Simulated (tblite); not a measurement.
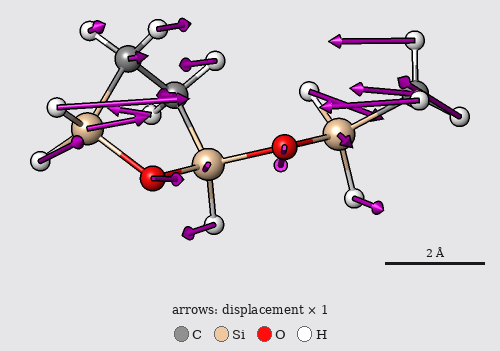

A relaxation of C3H12O2Si3. The starting structure is drawn; purple arrows show the displacements, at their true length. The two geometries are superimposed by the best rigid fit.

The picture is a ball-and-stick view, seen face on.

The calculation used tblite, GFN2-xTB geometry optimisation, gas phase. 

### What did the optimiser do to the structure, and how much energy did it gain?

An H atom moves most after the best rigid fit: 2.74 Å. By element the largest moves are H 2.74 Å, O 1.99 Å, C 1.52 Å, Si 1.35 Å. Near-neighbour distances that change, for instance: Si–Si 2.789 → 3.138 Å, O–Si 1.725 → 1.613 Å, O–Si 1.721 → 1.635 Å, C–Si 1.843 → 1.905 Å. Bond angles that change, for instance: Si–O–Si 108.8° → 150.6°, Si–O–Si 103.2° → 119.4°, C–Si–H 111.8° → 119.6°. Groups turn about O–Si by about 170°, O–Si by about 155°, C–Si by about 35°. Over 213 geometry steps the energy falls by 126.7 kJ/mol.
